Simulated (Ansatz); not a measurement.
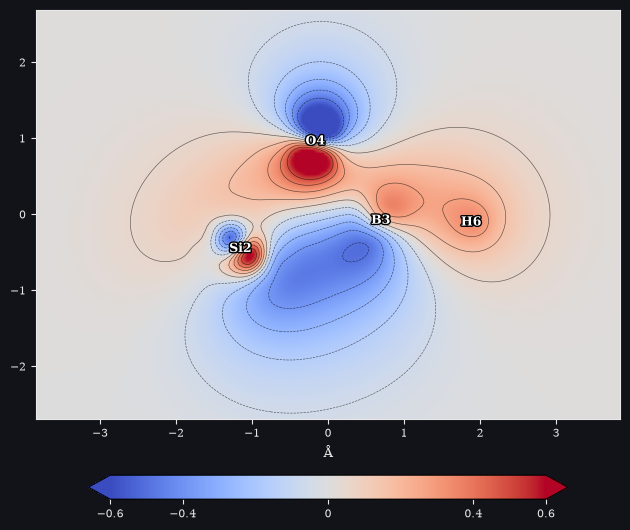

Figure 1: BFH₂OSi (SMILES F[SiH]1BO1). One frontier orbital on the plane of atoms Si2, O4 and B3 (values in Å⁻³ᐟ²; the overall sign is arbitrary).

Geometry: PBE0-D4/def2-TZVP.

Computed with RKS PBE0-D4/def2-TZVPP in Ansatz.

The calculation's input:

```
crystal:
  periodic: [false, false, false]
  atoms:
    - {symbol: F, position_ang: [-1.754496, -0.557205, -0.921735]}
    - {symbol: Si, position_ang: [-0.388169, 0.197663, -0.612296]}
    - {symbol: B, position_ang: [0.467902, 0.125566, 1.064561]}
    - {symbol: O, position_ang: [0.770293, -0.821865, 0.146293]}
    - {symbol: H, position_ang: [0.098223, 0.718322, -1.903740]}
    - {symbol: H, position_ang: [0.848246, 0.273418, 2.180818]}
basis:
  gaussian: {orbitals: def2-TZVPP}
hamiltonian: {xc: pbe0, dispersion: d4}
output: {orbitals: {seedname: orbitals}}
```

Run with:

```sh
ansatz run in.yaml --threads 2 --pin off --events-out ev --progress --plain --max-ram 4352MiB
```

Question: Which orbital is it: HOMO or LUMO?

Answer: The HOMO, at −7.37 eV. By Hirshfeld shares it lies mainly on Si2 (about 35 %), B3 (about 30 %) and O4 (about 20 %).
